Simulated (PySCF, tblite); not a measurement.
# C₅H₁₆O₂Si₂: geometry, infrared bands and NMR shifts

Wanted: the infrared bands and NMR shifts of C₅H₁₆O₂Si₂ (`CC(C)(C)CO[SiH2]O[SiH3]`), by calculation.

Computed with tblite 0.8.0 and PySCF 2.14.0, with density-fitted response routines of our own, on a single molecule in the gas phase. Atoms count from 0, in the outputs and in this text.

## 1. The molecule as given

25 atoms, charge 0, multiplicity 1; geometry from: force field or distance geometry start.

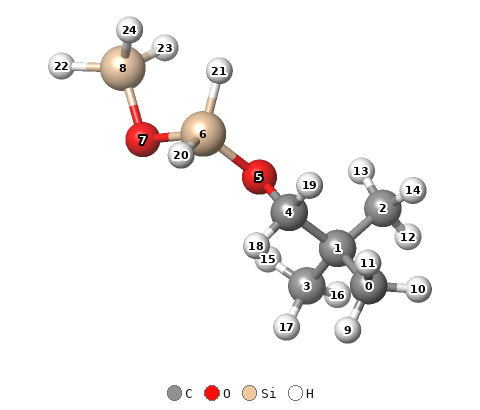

The starting geometry (carbon grey, oxygen red, silicon light orange, hydrogen white), atoms numbered.

## 2. Geometry optimisation with GFN2-xTB

The job: settings as JSON, then the geometry in Å.

```
{"job": {"kind": "relax", "xc": "GFN2-xTB", "basis": "xTB"}, "charge": 0, "multiplicity": 1}
C     -2.863800     0.218600     1.094600
C     -1.756200     0.121400     0.079600
C     -1.992400    -1.085600    -0.764200
C     -1.649800     1.345200    -0.812900
C     -0.459500     0.001000     0.914700
O      0.594900    -0.096500     0.012400
Si     2.132500    -0.228000     0.747200
O      3.192000     0.826400    -0.137700
Si     4.526800    -0.113900    -0.637800
H     -3.092700     1.260700     1.370000
H     -3.783800    -0.332700     0.728200
H     -2.603400    -0.316900     2.030900
H     -2.776200    -0.799800    -1.526200
H     -1.080900    -1.379400    -1.358800
H     -2.332900    -1.913600    -0.122200
H     -0.579900     1.432300    -1.120900
H     -2.267700     1.221400    -1.696100
H     -1.863700     2.280600    -0.267500
H     -0.341200     0.962300     1.451800
H     -0.504800    -0.865800     1.607400
H      2.170400     0.245900     2.143600
H      2.687000    -1.566800     0.658200
H      5.675800     0.733800    -1.039500
H      4.106600    -0.871500    -1.841600
H      4.852100    -1.054700     0.414600
```

Command:

```
$ OMP_NUM_THREADS=1 python probes_run.py task.json out
```

The driver reads the jobs from task.json and runs them one after another.

What it wrote:

```text
step      E/eV     max force
  0    -832.20265    3.312
  1    -832.70065    1.920
  2    -832.87713    1.094
  3    -832.94143    0.834
  4    -833.02595    0.559
  5    -833.06064    0.648
  6    -833.15024    0.681
  7    -833.20512    0.581
  8    -833.24601    0.381
  9    -833.28179    0.385
 10    -833.32231    0.522
 11    -833.36734    0.601
 12    -833.41799    0.533
 13    -833.46423    0.384
 14    -833.49897    0.337
 15    -833.52844    0.409
 16    -833.55168    0.277
 17    -833.56204    0.213
 18    -833.57033    0.210
 19    -833.58093    0.270
 20    -833.59114    0.240
 21    -833.60064    0.222
 22    -833.60898    0.197
 23    -833.61650    0.241
 24    -833.62397    0.291
 25    -833.63020    0.257
 26    -833.63463    0.150
 27    -833.63888    0.186
 28    -833.64538    0.215
 29    -833.65191    0.173
 30    -833.65846    0.165
 31    -833.66356    0.124
 32    -833.66800    0.177
 33    -833.67251    0.196
 34    -833.67743    0.155
 35    -833.68290    0.146
 36    -833.68885    0.161
 37    -833.69440    0.175
 38    -833.69860    0.147
 39    -833.70156    0.113
 40    -833.70397    0.183
 41    -833.70637    0.168
 42    -833.70902    0.138
 43    -833.71170    0.084
 44    -833.71290    0.089
 45    -833.71399    0.072
 46    -833.71489    0.065
 47    -833.71563    0.068
 48    -833.71641    0.076
 49    -833.71732    0.076
 50    -833.71824    0.061
 51    -833.71903    0.054
 52    -833.71973    0.061
 53    -833.72035    0.058
 54    -833.72086    0.043
 55    -833.72122    0.037
 56    -833.72151    0.037
 57    -833.72182    0.050
 58    -833.72213    0.044
 59    -833.72237    0.028
 60    -833.72255    0.026
 61    -833.72274    0.038
 62    -833.72299    0.046
 63    -833.72329    0.043
 64    -833.72361    0.040
 65    -833.72391    0.034
 66    -833.72426    0.048
 67    -833.72465    0.054
 68    -833.72501    0.041
 69    -833.72527    0.035
 70    -833.72550    0.035
 71    -833.72582    0.039
 72    -833.72628    0.050
 73    -833.72681    0.042
 74    -833.72721    0.052
 75    -833.72750    0.036
 76    -833.72776    0.030
 77    -833.72810    0.035
 78    -833.72839    0.033
 79    -833.72866    0.038
 80    -833.72885    0.030
 81    -833.72904    0.027
 82    -833.72922    0.026
 83    -833.72940    0.029
 84    -833.72956    0.034
 85    -833.72968    0.020
 86    -833.72976    0.017
 87    -833.72983    0.018
 88    -833.72993    0.022
 89    -833.73003    0.019
 90    -833.73011    0.017
 91    -833.73018    0.018
 92    -833.73026    0.025
 93    -833.73036    0.030
 94    -833.73052    0.030
 95    -833.73071    0.027
 96    -833.73094    0.032
 97    -833.73120    0.040
 98    -833.73149    0.044
 99    -833.73178    0.036
100    -833.73199    0.025
101    -833.73212    0.024
102    -833.73222    0.026
103    -833.73234    0.024
104    -833.73249    0.026
105    -833.73267    0.028
106    -833.73285    0.023
107    -833.73299    0.021
108    -833.73310    0.025
109    -833.73318    0.025
110    -833.73327    0.023
111    -833.73340    0.027
112    -833.73352    0.022
113    -833.73360    0.018
114    -833.73366    0.020
115    -833.73372    0.017
116    -833.73381    0.020
117    -833.73392    0.018
118    -833.73402    0.021
119    -833.73412    0.021
120    -833.73423    0.027
121    -833.73437    0.033
122    -833.73451    0.027
123    -833.73461    0.030
124    -833.73468    0.020
125    -833.73473    0.013
126    -833.73477    0.016
127    -833.73481    0.017
128    -833.73486    0.021
129    -833.73489    0.015
130    -833.73493    0.012
131    -833.73497    0.012
132    -833.73501    0.013
133    -833.73505    0.014
134    -833.73508    0.009
```

Run time: 1.5 s. Hardware: 1 thread of Arm Neoverse V1, shared host; peak memory 0.18 GiB.

The steps of the relaxation: (not every step is listed)

```csv
step,energy from step 0 (eV),largest force (eV/Å)
0,0.0000,3.3119
1,-0.4980,1.9197
2,-0.6745,1.0937
3,-0.7388,0.8343
4,-0.8233,0.5591
5,-0.8580,0.6482
6,-0.9476,0.6811
7,-1.0025,0.5815
8,-1.0434,0.3813
20,-1.3885,0.2396
32,-1.4654,0.1773
44,-1.5103,0.0890
56,-1.5189,0.0367
68,-1.5224,0.0407
80,-1.5262,0.0304
92,-1.5276,0.0245
104,-1.5298,0.0259
116,-1.5312,0.0199
128,-1.5322,0.0211
129,-1.5322,0.0150
130,-1.5323,0.0124
131,-1.5323,0.0124
132,-1.5324,0.0133
133,-1.5324,0.0142
134,-1.5324,0.0094
```

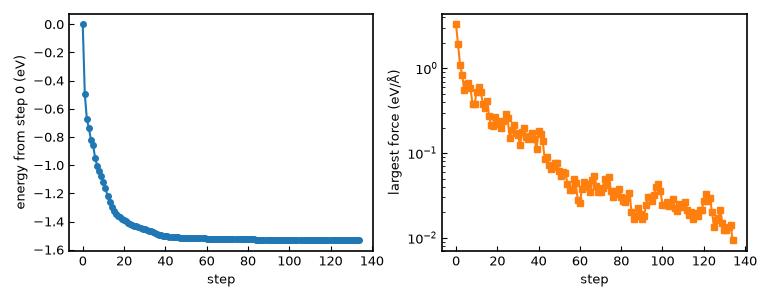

Energy and largest force along the relaxation.

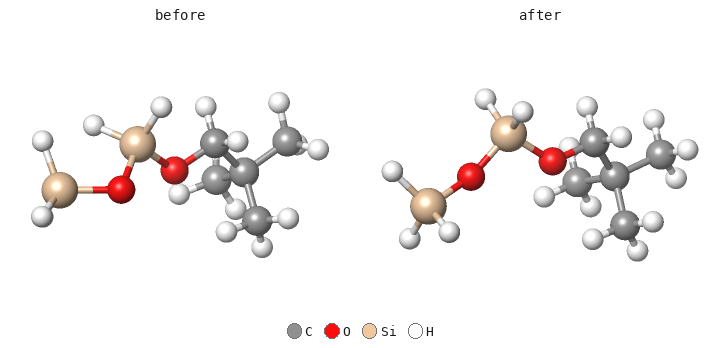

The geometry before (left) and after (right).

Distances of close pairs at the start and the end, largest changes first:

```csv
bond,before (Å),after (Å),change (Å)
Si6–O7,1.737,1.610,-0.127
O5–Si6,1.709,1.608,-0.101
O7–Si8,1.708,1.613,-0.094
C0–H10,1.133,1.087,-0.046
C2–H12,1.130,1.088,-0.042
C2–H13,1.127,1.087,-0.041
C1–C2,1.492,1.529,+0.038
C3–H15,1.117,1.087,-0.030
```

The final coordinates are the input of the step that follows.

## 3. Vibrational analysis with GFN2-xTB

The job: settings as JSON, then the geometry in Å.

```
{"job": {"kind": "ir", "xc": "GFN2-xTB", "basis": "xTB"}, "charge": 0, "multiplicity": 1}
C     -3.038582     0.257944     0.850031
C     -1.697212     0.171159     0.120993
C     -1.633825    -1.112435    -0.708093
C     -1.513599     1.386207    -0.789267
C     -0.566870     0.153183     1.164318
O      0.679590     0.100653     0.539477
Si     2.076034    -0.467572     1.100086
O      3.042590    -0.346411    -0.181279
Si     4.410100    -0.168438    -1.018497
H     -3.089205     1.158877     1.457471
H     -3.854033     0.281741     0.131560
H     -3.178594    -0.602064     1.500922
H     -2.418430    -1.117461    -1.461165
H     -0.670493    -1.185244    -1.205364
H     -1.760541    -1.984804    -0.070335
H     -0.527535     1.356787    -1.245023
H     -2.264877     1.391919    -1.575716
H     -1.602700     2.307893    -0.217785
H     -0.615537     1.059807     1.781193
H     -0.690174    -0.709441     1.830499
H      2.609258     0.350731     2.189414
H      1.989758    -1.881219     1.464565
H      4.701044     1.261343    -1.106570
H      4.133686    -0.761545    -2.324441
H      5.469210    -0.877463    -0.299130
```

What it wrote:

```text
mode    cm-1     km/mol
  1     -20.2      0.31
  2      13.0      1.39
  3      27.1      0.83
  4      38.5      0.11
  5      56.9      3.19
  6      85.5      1.32
  7     149.0      1.10
  8     184.7      0.36
  9     202.7      3.26
 10     229.6      0.40
 11     233.3      2.39
 12     240.9      0.45
 13     319.9      0.21
 14     332.5      3.23
 15     411.4      2.38
 16     413.4      1.07
 17     484.3      5.71
 18     563.4     96.86
 19     583.7     11.48
 20     603.5     99.69
 21     619.9     74.95
 22     628.8     17.21
 23     770.3    191.88
 24     782.7    352.37
 25     784.0    433.49
 26     794.2    112.09
 27     811.6    174.70
 28     831.7    205.77
 29     857.8    139.48
 30     937.2      2.47
 31     950.1      1.33
 32     965.5      0.71
 33     966.4      4.30
 34     970.7      1.52
 35    1041.2      4.13
 36    1056.9      2.31
 37    1129.4    931.27
 38    1177.0     98.72
 39    1210.6     11.09
 40    1245.4     17.92
 41    1269.5     11.08
 42    1302.5     16.84
 43    1355.6      3.69
 44    1401.5      7.70
 45    1404.3      4.97
 46    1425.5      4.69
 47    1485.4      1.67
 48    1485.7      0.01
 49    1493.5      0.11
 50    1495.2      0.96
 51    1503.4      2.71
 52    1504.5      1.59
 53    1512.8      6.91
 54    2223.4    320.14
 55    2242.8    361.31
 56    2260.3    417.11
 57    2268.6    273.19
 58    2279.0     68.49
 59    2882.8     62.76
 60    2909.7     67.11
 61    3024.4      8.52
 62    3028.7     14.21
 63    3029.0     22.79
 64    3032.7     16.79
 65    3035.1     71.93
 66    3036.3     78.87
 67    3043.6     50.21
 68    3049.4      4.23
 69    3053.3     39.78
```

Run time: 1.4 s. Hardware: 1 thread of Arm Neoverse V1, shared host; peak memory 0.18 GiB.

Which atoms move in the most intense modes:

```csv
cm⁻¹,km/mol,atoms
783,352.4,"H24 34 %, H22 31 %"
784,433.5,"H20 23 %, H21 19 %, H24 19 %, H22 17 %"
832,205.8,"H22 17 %, H24 16 %, H23 16 %, H20 15 %"
1129,931.3,"O7 63 %, Si6 11 %, O5 10 %"
2223,320.1,"H20 54 %, H21 40 %"
2243,361.3,"H24 80 %, H22 12 %"
2260,417.1,"H22 59 %, H23 26 %"
2269,273.2,"H21 48 %, H20 38 %, H23 10 %"
```

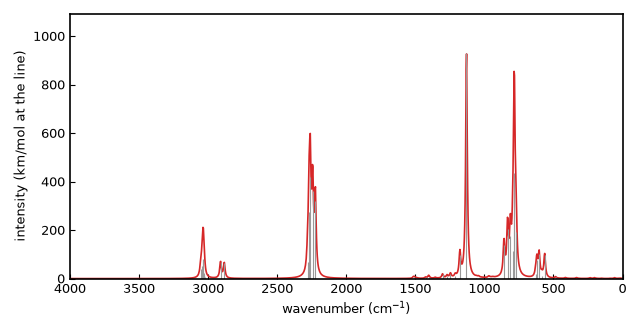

The infrared spectrum from these modes, unscaled. Lines are broadened to a width of 14 cm⁻¹ (Lorentzian).

## 4. Nuclear shieldings: PBE0/pcSseg-1

Settings changed since step 3:

```diff
@@ -1,2 +1,2 @@
-{"job": {"kind": "ir", "xc": "GFN2-xTB", "basis": "xTB"}, "charge": 0, "multiplicity": 1}
+{"job": {"kind": "nmr", "xc": "PBE0", "basis": "pcSseg-1"}, "charge": 0, "multiplicity": 1}
 C     -3.038582     0.257944     0.850031
```

With the program's defaults for keys left out, this is: GIAO PBE0/pcSseg-1 NMR shielding, non-relativistic, gas phase.

What it wrote:

```text
coarse grid: 20776 points
cycle   1  E = -928.7173117419  dE =  9.367e-01  |g| = 1.025e+00  |ddm| = 4.286e+00
cycle   2  E = -928.4203890075  dE =  2.969e-01  |g| = 1.612e+00  |ddm| = 2.191e+00
cycle   3  E = -928.9096024922  dE = -4.892e-01  |g| = 1.271e-01  |ddm| = 1.561e+00
cycle   4  E = -928.9124144969  dE = -2.812e-03  |g| = 5.374e-02  |ddm| = 1.419e-01
cycle   5  E = -928.9131090051  dE = -6.945e-04  |g| = 8.046e-03  |ddm| = 4.967e-02
cycle   6  E = -928.9131214843  dE = -1.248e-05  |g| = 2.897e-03  |ddm| = 1.014e-02
cycle   7  E = -928.9131233136  dE = -1.829e-06  |g| = 5.633e-04  |ddm| = 2.638e-03
final grid: 188264 points
cycle   8  E = -928.9889901879  dE = -5.862e-05  |g| = 1.263e-02  |ddm| = 4.259e-02
cycle   9  E = -928.9889631104  dE =  2.708e-05  |g| = 1.745e-02  |ddm| = 2.252e-02
cycle  10  E = -928.9890221746  dE = -5.906e-05  |g| = 1.586e-03  |ddm| = 1.381e-02
cycle  11  E = -928.9890226854  dE = -5.108e-07  |g| = 2.643e-04  |ddm| = 1.563e-03
cycle  12  E = -928.9890226998  dE = -1.436e-08  |g| = 8.626e-05  |ddm| = 3.535e-04
cycle  13  E = -928.9890227012  dE = -1.488e-09  |g| = 2.879e-05  |ddm| = 9.715e-05
cycle  14  E = -928.9890227014  dE = -1.749e-10  |g| = 4.772e-06  |ddm| = 2.634e-05
converged SCF energy = -928.9890227014

GIAO shielding tensors (ppm)
atom      isotropic    diamagn.    paramagn.     s11        s22        s33       span
  0 C      159.014     246.827     -87.813    141.063    146.519    189.459     48.397
  1 C      151.277     245.750     -94.474    146.448    148.152    159.230     12.781
  2 C      159.692     249.234     -89.542    139.074    152.663    187.338     48.265
  3 C      160.111     248.944     -88.832    139.897    153.041    187.396     47.498
  4 C      114.172     243.094    -128.922     89.129    111.422    141.965     52.836
  5 O      291.669     402.890    -111.221    261.315    283.199    330.493     69.177
  6 Si     390.945     882.656    -491.710    370.239    379.051    423.546     53.306
  7 O      309.752     397.202     -87.449    257.280    298.397    373.581    116.301
  8 Si     395.171     880.161    -484.990    355.629    367.263    462.621    106.991
  9 H       30.953      30.202       0.751     26.922     28.416     37.521     10.598
 10 H       30.672      29.917       0.755     26.980     28.066     36.970      9.990
 11 H       30.989      30.248       0.741     26.878     28.538     37.551     10.673
 12 H       30.940      32.459      -1.519     27.152     28.616     37.051      9.899
 13 H       29.935      33.004      -3.069     25.135     29.741     34.929      9.794
 14 H       31.094      32.672      -1.578     27.667     28.031     37.583      9.916
 15 H       29.802      32.672      -2.870     24.635     29.845     34.927     10.291
 16 H       30.960      32.309      -1.348     27.175     28.654     37.052      9.876
 17 H       31.040      32.328      -1.288     27.564     27.837     37.720     10.156
 18 H       28.105      32.411      -4.306     22.761     29.435     32.119      9.359
 19 H       28.262      32.992      -4.730     22.840     30.006     31.939      9.100
 20 H       26.734      30.319      -3.585     22.903     25.161     32.140      9.237
 21 H       26.826      31.180      -4.354     23.383     25.364     31.730      8.348
 22 H       26.511      28.854      -2.342     23.025     25.069     31.440      8.415
 23 H       26.525      29.360      -2.835     22.846     25.257     31.471      8.625
 24 H       26.525      27.067      -0.542     22.938     24.859     31.777      8.839
```

It took 86 s on 1 thread of Arm Neoverse V1, shared host; peak memory 1.2 GiB.

Shifts follow as δ = σ(reference) − σ, with reference shieldings (ppm) from runs at the same level and on the same kind of geometry: 1H TMS 31.72, 13C TMS 186.9, 29Si TMS 349.2, 17O H2O 336.1. The references are single molecules in the gas phase, so shifts against H2O, NH3, PH3, H3PO4 or CFCl3 are not on the usual liquid scales and can be off by tens of ppm. Atoms listed in one row are averaged.

```csv
atoms,environment,σ (ppm),δ (ppm),δ scaled to CDCl3
C4,sp3 CH2 bonded to O,114.2,72.8,69.1
C1,quaternary sp3 carbon,151.3,35.6,32.9
"C0, C2, C3",methyl carbon,159.6,27.3,24.7
"H22, H23, H24",hydrogen on a silicon bonded to O,26.52,5.20,–
"H20, H21",hydrogen on a silicon bonded to 2 O,26.78,4.94,–
"H18, H19",hydrogen on an sp3 CH2 bonded to O,28.18,3.53,3.44
"H9, H10, H11, H12, H13 and 4 more",hydrogen on a methyl carbon,30.71,1.01,1.06
O5,"oxygen bonded to C, Si",291.7,44.4,–
O7,oxygen bonded to 2 Si,309.8,26.3,–
Si6,"silicon bonded to 2 O, 2 H",390.9,-41.8,–
Si8,"silicon bonded to O, 3 H",395.2,-46.0,–
```

The scaled column applies a straight-line fit of computed shieldings to shifts measured in CDCl3 (root-mean-square error 0.16 ppm for H, 1.9 ppm for C).

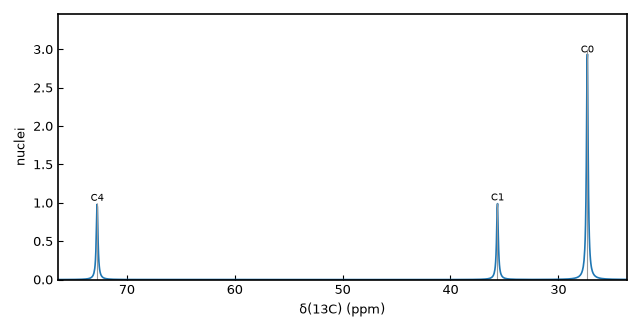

13C lines at the computed shifts, without couplings. Lines are broadened to a width of 0.18 ppm (Lorentzian).

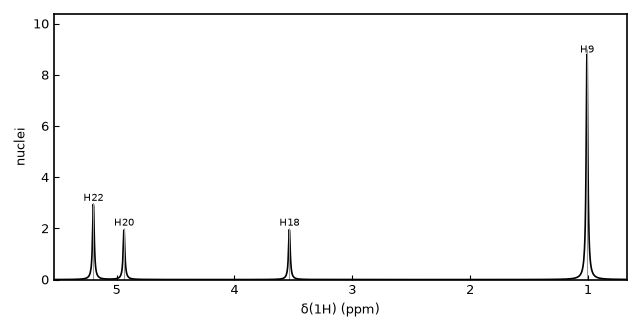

1H lines at the computed shifts, without couplings. Lines are broadened to a width of 0.02 ppm (Lorentzian).

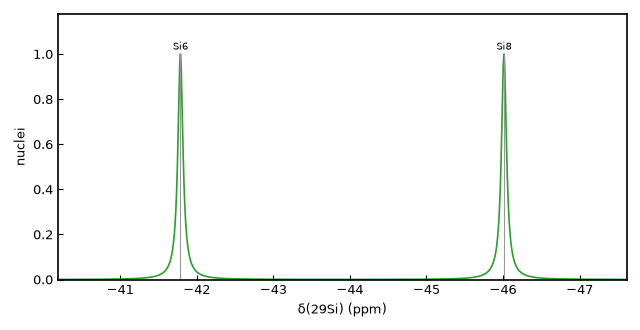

29Si lines at the computed shifts, without couplings. Lines are broadened to a width of 0.08 ppm (Lorentzian).

Charges from the same density, by scheme (e):

```csv
atoms,Mulliken,IAO,Hirshfeld,ESP fit
"C0, C2, C3",-0.15,-0.42,-0.12,-0.52
C1,-0.64,0.05,0.02,0.65
C4,0.21,-0.04,0.01,-0.12
O5,-0.63,-0.65,-0.20,-0.36
Si6,0.98,1.24,0.45,0.73
O7,-0.70,-0.89,-0.30,-0.45
Si8,0.74,0.90,0.40,0.60
```

Hirshfeld charges:

C0 -0.12; C1 0.02; C2 -0.12; C3 -0.12; C4 0.01; O5 -0.20; Si6 0.45; O7 -0.30; Si8 0.40; H9 0.04; H10 0.04; H11 0.04; H12 0.04; H13 0.04; H14 0.04; H15 0.04; H16 0.04; H17 0.04; H18 0.03; H19 0.03; H20 -0.09; H21 -0.09; H22 -0.08; H23 -0.08; H24 -0.08

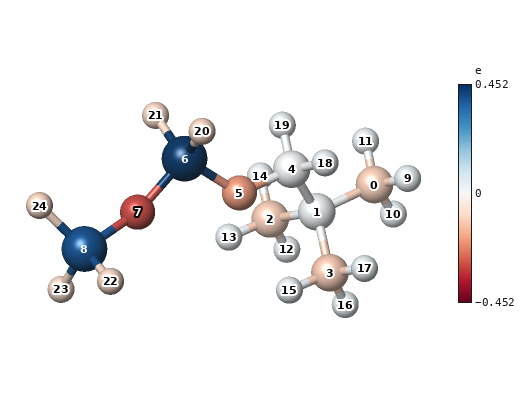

Hirshfeld charges, as colours on the atoms.

Mayer bond orders: C0–C1 1.02, C1–C2 1.01, C1–C3 1.01, C1–C4 0.97, C4–O5 0.88, O5–Si6 1.00, Si6–O7 0.97, O7–Si8 0.93.

Orbitals, density, ELF and potential are computed afterwards from the orbital file.

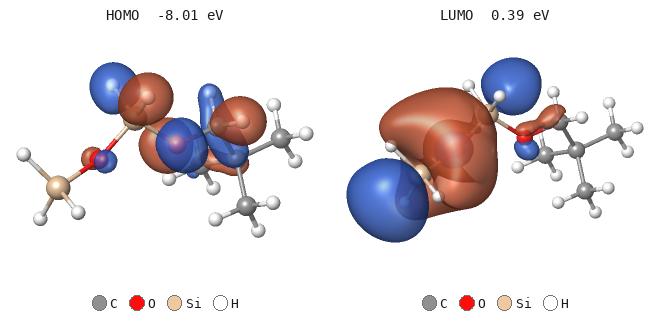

PBE0/pcSseg-1 orbitals near the gap, drawn at the value that encloses 70 % of each; the two colours are the two signs.

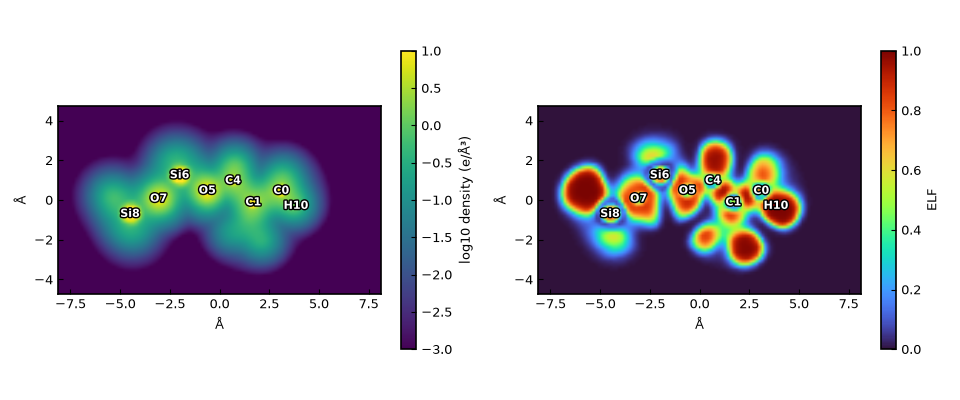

Density (left) and ELF (right) in a plane through or near 8 of the atoms.

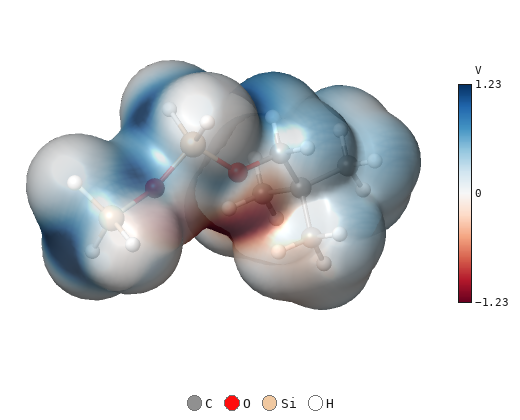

The potential that a unit positive charge feels on the 0.002 e/bohr³ surface, from -1.08 V near O5 to 1.23 V near H19.

## 5. Results

| quantity | value |
| --- | --- |
| strongest single infrared mode (GFN2-xTB) | 1129 cm⁻¹, 931 km/mol |
| zero-point energy (GFN2-xTB) | 124.0 kcal/mol |
| 13C shifts against TMS (PBE0/pcSseg-1, means over atoms taken as alike) | 72.8, 35.6, 27.3 ppm |
| 1H shifts against TMS (PBE0/pcSseg-1, means over atoms taken as alike) | 5.20, 4.94, 3.53, 1.01 ppm |
| 17O shifts against H2O (PBE0/pcSseg-1) | 44.4, 26.3 ppm |
| 29Si shifts against TMS (PBE0/pcSseg-1) | -41.8, -46.0 ppm |
| surface potential, least and greatest | -1.08 V and 1.23 V |

What this shows: The optimisation took 134 steps and gained 1.532 eV; among the close pairs (by a distance rule), Si6–O7 changed most, from 1.737 to 1.610 Å. The lowest mode is imaginary (20i cm⁻¹), so the xTB geometry is not a minimum. The strongest single mode, at 1129 cm⁻¹, moves mainly O7. GFN2-xTB is a fitted tight-binding method: band positions and strengths are rough. Its intensities can rank the bands wrongly. At PBE0/pcSseg-1: Shielding is most anisotropic at O7 (span 116 ppm, paramagnetic term -87 ppm).
